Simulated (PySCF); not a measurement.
B(GeH3)3, SMILES [GeH3][B]([GeH3])[GeH3] at its CAM-B3LYP/def2-SVP optimised geometry (Å):

```
13

B      0.2829     0.3008     0.0000
Ge    -1.5363     0.6940    -0.8863
H     -1.8207    -0.1809    -2.1187
H     -2.6138     0.3719     0.1701
H     -1.7129     2.1695    -1.2847
Ge     1.2960     1.8170     0.9610
H      2.1808     2.4855    -0.1120
H      0.3690     2.9029     1.5340
H      2.2251     1.3258     2.0843
Ge     1.0750    -1.6026     0.0000
H      0.6190    -2.2673     1.3154
H      0.5889    -2.4855    -1.1616
H      2.6138    -1.6026     0.0000
```

Method: CAM-B3LYP/def2-TZVP run with PySCF. Cells within 0.4 Å of a nucleus heavier than hydrogen are left out (blank, or x).

Map of the log10 of the electron density (e/bohr³), floored at −4 on the plane z = 0.0 Å:

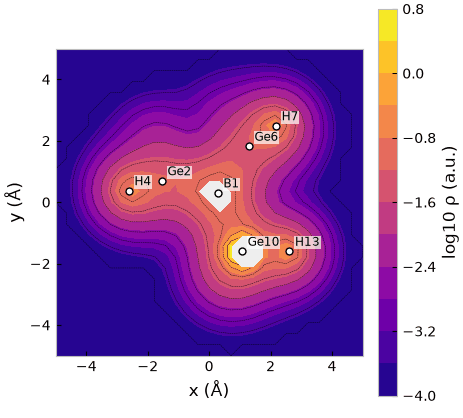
Log10 of the electron density (e/bohr³), floored at −4 on the plane z = 0.0 Å.
